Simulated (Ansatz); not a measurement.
# Calculations on CH5FOSi

Part 1: Relaxation

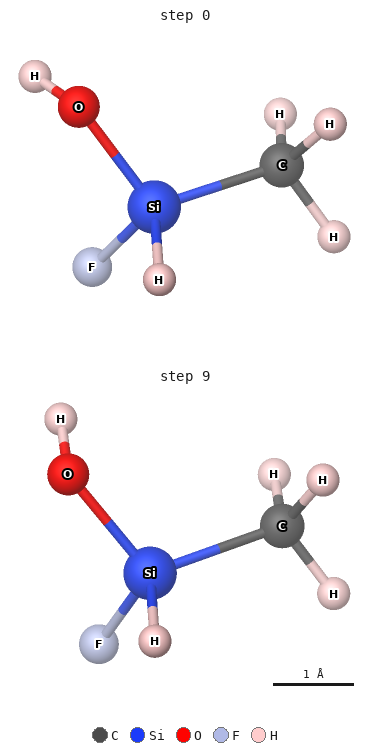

The structure of CH5FOSi before (top) and after (bottom) a relaxation, at one scale.

The picture is a ball-and-stick view, seen at a tilt.

The run prepares an end point of a later path (hydrogen shift) calculation, from a guessed geometry.

Computed with RKS PBE-D4/def2-SVP (Ansatz 0.2.0). Set-up: no spin polarisation; force threshold 0.02 eV/Å; at most 50 steps.

### Summarise the run.

After 7 accepted moves (9 points after the start) the energy has fallen by 6.58 kcal/mol. Largest force component: 2.6 eV/Å at the start, 0.013 eV/Å at the end. The line search rejected the trial steps at points 4, 8 of the run. The largest move after the best rigid fit is that of an H atom, 0.40 Å. By element the largest moves are H 0.40 Å, F 0.23 Å, O 0.16 Å, Si 0.09 Å, C 0.01 Å. Among the contacts that change: C–Si 1.791 → 1.870 Å, F–Si 1.588 → 1.643 Å, C–H 1.065 → 1.110 Å, C–H 1.153 → 1.109 Å. Bond angles that change, for instance: H–C–H 102.7° → 108.1°, O–Si–F 104.5° → 109.9°, C–Si–F 110.6° → 106.9°. Groups turn about O–Si by about 40°. The run took 10 s on 2 threads of Intel(R) Xeon(R) Platinum 8488C (Sapphire Rapids), with other jobs on the host, peak memory 0.17 GiB.

Part 2: Relaxation

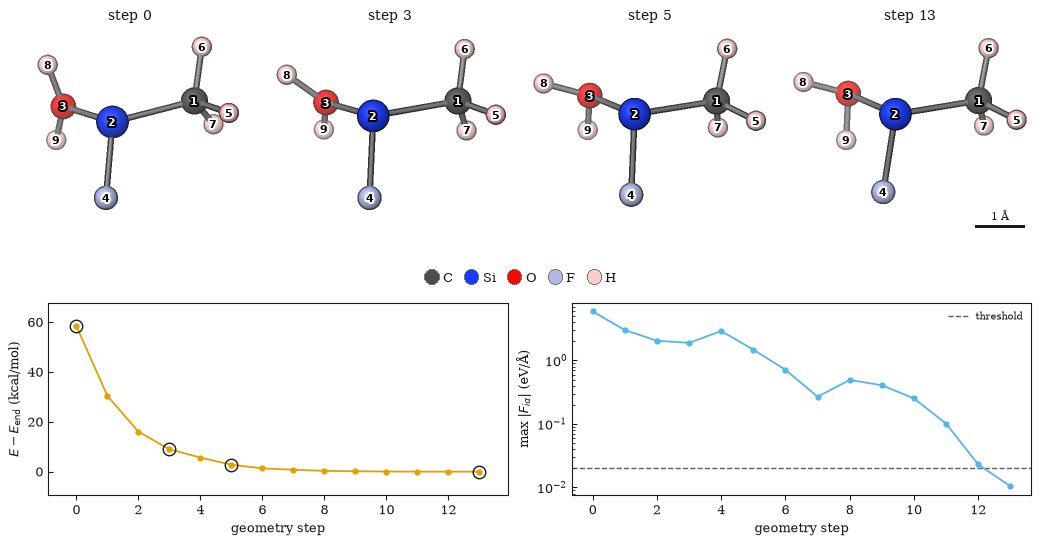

Frames of a relaxation of CH5FOSi, marked on the history of the run. A ball-and-stick model, seen at a tilt.

The run prepares an end point of a later path (hydrogen shift) calculation, from a guessed geometry.

Computed with RKS PBE-D4/def2-SVP (Ansatz 0.2.0).

The input:
```yaml
crystal:
  periodic: [false, false, false]
  atoms:
    - { symbol: C, position_ang: [-1.0561, 0.3886, 0.2015] }
    - { symbol: Si, position_ang: [0.5644, -0.0367, -0.4308] }
    - { symbol: O, position_ang: [1.6096, -0.3876, 0.7689] }
    - { symbol: F, position_ang: [0.4942, -1.3657, -1.2969] }
    - { symbol: H, position_ang: [-1.7917, 0.6176, -0.6561] }
    - { symbol: H, position_ang: [-1.0615, 1.3553, 0.8007] }
    - { symbol: H, position_ang: [-1.5094, -0.3605, 0.8079] }
    - { symbol: H, position_ang: [2.04375, 0.50212, 0.77229] }
    - { symbol: H, position_ang: [1.6642, -1.3079, 1.0783] }
basis:
  gaussian: { orbitals: def2-SVP }
hamiltonian:
  xc: pbe
  dispersion: d4
relax:
  f_tol: 0.02
  max_steps: 50
```

Command:
```bash
ansatz run input.yaml --threads 2 --pin off --max-ram 3072MiB --backend cpu --events-out ev --progress --plain --runs-dir out
```

**Describe the path.**

The largest move after the best rigid fit is that of H8, 0.69 Å. By element the largest moves are H 0.69 Å, Si 0.52 Å, O 0.32 Å, F 0.29 Å, C 0.11 Å. Near-neighbour distances that change, for instance: Si2–H8 1.981 → 2.611 Å, Si2–O3 1.629 → 2.155 Å, C1–Si2 1.791 → 1.920 Å, Si2–F4 1.588 → 1.706 Å. Among the angles between lasting bonds that change: H8–O3–H9 145.6° → 104.4°, Si2–O3–H9 118.3° → 91.9°, O3–Si2–F4 104.5° → 81.7°. After 13 geometry steps the energy has fallen by 58.4 kcal/mol. The largest force component goes from 5.9 to 0.01 eV/Å. Cost: 14 s on 2 threads of Intel(R) Xeon(R) Platinum 8488C (Sapphire Rapids), with other jobs on the host, peak memory 0.17 GiB. From step 0 to 3: H8 moves most (0.49 Å), energy −49.4 kcal/mol. From step 3 to 5: H8 moves most (0.23 Å), energy −6.19 kcal/mol. From step 5 to 13: H9 moves most (0.47 Å), energy −2.80 kcal/mol.

```json
{"step": "0", "E − E(0), kcal/mol": "0.00", "largest force component, eV/Å": "5.9140"}
{"step": "1", "E − E(0), kcal/mol": "-28.01", "largest force component, eV/Å": "3.0161"}
{"step": "2", "E − E(0), kcal/mol": "-42.36", "largest force component, eV/Å": "2.0446"}
{"step": "3", "E − E(0), kcal/mol": "-49.44", "largest force component, eV/Å": "1.8923"}
{"step": "4", "E − E(0), kcal/mol": "-52.77", "largest force component, eV/Å": "2.9135"}
{"step": "5", "E − E(0), kcal/mol": "-55.63", "largest force component, eV/Å": "1.4795"}
{"step": "6", "E − E(0), kcal/mol": "-57.09", "largest force component, eV/Å": "0.7127"}
{"step": "7", "E − E(0), kcal/mol": "-57.64", "largest force component, eV/Å": "0.2683"}
{"step": "8", "E − E(0), kcal/mol": "-58.11", "largest force component, eV/Å": "0.4922"}
{"step": "9", "E − E(0), kcal/mol": "-58.27", "largest force component, eV/Å": "0.4071"}
{"step": "10", "E − E(0), kcal/mol": "-58.37", "largest force component, eV/Å": "0.2524"}
{"step": "11", "E − E(0), kcal/mol": "-58.40", "largest force component, eV/Å": "0.1010"}
{"step": "12", "E − E(0), kcal/mol": "-58.42", "largest force component, eV/Å": "0.0230"}
{"step": "13", "E − E(0), kcal/mol": "-58.42", "largest force component, eV/Å": "0.0104"}
```

Part 3: Path

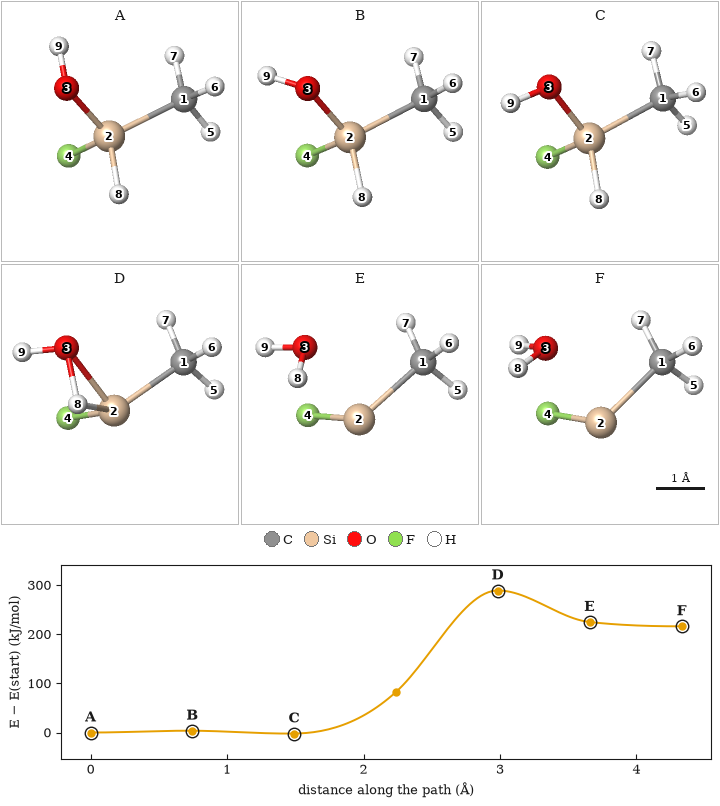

A nudged-elastic-band calculation for CH5FOSi. Images are numbered from 0 (start) to 6 (end). Frames A to F are images 0, 1, 2, 4, 5, 6. Style: ball-and-stick. Shown at a tilt.

Level of theory: RKS PBE-D4/def2-SVP (Ansatz). Run with 5 movable images; climbing image; force threshold 0.05 eV/Å; iteration limit 60; starting path through a guess of the saddle point.

Question: Read off the barrier and say what moves.

Answer: The path has more than one stage, and so few images may leave a stage unresolved. Breaking: Si2–H8 (1.49 → 1.64 at the top → 2.61 Å). Forming: O3–H8 (2.51 → 1.30 at the top → 0.98 Å). Forward barrier 289.0 kJ/mol, backward barrier 72.9 kJ/mol, with image 4 at the top; the reaction energy is +216.1 kJ/mol. Image 2 lies below both ends, at −2.1 kJ/mol, which points to an intermediate minimum that so few images don't resolve. The band converged in 15 iterations. The largest component of the band force went from 7 to 0.023 eV/Å. The climbing image converged on the top of the path. Its vibrational analysis gives one imaginary mode (1217i cm⁻¹), as a transition state must have.
